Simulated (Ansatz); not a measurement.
Fields on a plane of CaIrO3 (space group Cmcm)

```
CELL_PARAMETERS angstrom
      1.58673    -4.83552     0.00000
      1.58673     4.83552     0.00000
      0.00000     0.00000     7.24744
ATOMIC_POSITIONS crystal
  Ca 0.25195 0.74805 0.25000
  Ca 0.74805 0.25195 0.75000
  Ir 0.50000 0.50000 0.00000
  Ir 0.50000 0.50000 0.50000
  O  0.12620 0.87380 0.95081
  O  0.87380 0.12620 0.04919
  O  0.87380 0.12620 0.45081
  O  0.12620 0.87380 0.54919
  O  0.57674 0.42326 0.25000
  O  0.42326 0.57674 0.75000
```

The slice is a (001) plane (indices of the conventional cell) through the point (0.252, 0.748, 0.250) (fractional), spanned by u = [110] and v = [1 -1 0] in vectors of this cell: u (3.17 Å) and v (9.67 Å, at 90° to u). It covers one period; positions are fractions (u, v).

Atoms on it: Ca at (0.00, 0.00); Ca at (0.50, 0.50); O at (0.00, 0.32); O at (0.50, 0.82).

Calculation: PBEsol (plane waves to 420 eV, PAW, scalar-relativistic; Ansatz, a quantum-chemistry and plane-wave program). k mesh 15×15×7. These are valence fields of a PAW run, semicore shells included where kept as valence: close to a nucleus they are smooth pseudo fields. CaIrO3 is run without spin polarisation and with no Hubbard U. CaIrO3 was relaxed with its symmetry unable to fall. Spin-orbit coupling is left out, though Ir is heavy.

```tsv
v \ u	0.00	0.10	0.20	0.30	0.40	0.50	0.60	0.70	0.80	0.90
0.94	0.4	0.3	-0.1	-0.6	-0.6	-0.6	-0.6	-0.6	-0.1	0.3
0.84	-1.2	-1.0	-0.5	0.2	0.7	0.9	0.7	0.2	-0.5	-1.0
0.75	-1.5	-1.3	-0.9	-0.5	-0.1	0.0	-0.1	-0.5	-0.9	-1.3
0.66	-1.1	-1.2	-1.2	-1.2	-1.2	-1.1	-1.2	-1.2	-1.2	-1.2
0.56	-1.1	-1.0	-0.7	-0.1	0.3	0.4	0.3	-0.1	-0.7	-1.0
0.47	-1.0	-0.9	-0.4	0.2	0.7	0.8	0.7	0.2	-0.4	-0.9
0.38	0.5	0.3	-0.1	-0.6	-0.9	-0.9	-0.9	-0.6	-0.1	0.3
0.28	0.6	0.4	-0.1	-0.6	-1.1	-1.4	-1.1	-0.6	-0.1	0.4
0.19	-0.9	-1.0	-1.1	-1.3	-1.3	-1.3	-1.3	-1.3	-1.1	-1.0
0.09	-0.2	-0.4	-0.7	-1.0	-1.0	-1.0	-1.0	-1.0	-0.7	-0.4
0.00	0.8	0.8	0.4	-0.3	-1.0	-1.2	-1.0	-0.3	0.4	0.8
```

Values: log₁₀ of the valence density in e/Å³. The scale is logarithmic, as a density can span decades between atoms and voids.

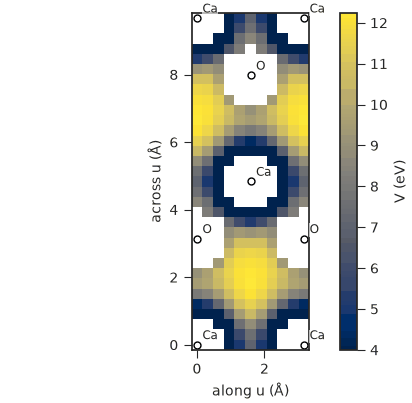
Electrostatic potential energy of an electron, from the cell's mean, in eV, one period of the plane, atoms marked. Points within 0.8 Å of a nucleus are left white, as the pseudised field means little there. Values under 4 eV are set to 4. The zero, the cell's mean, hangs on the PAW cores.
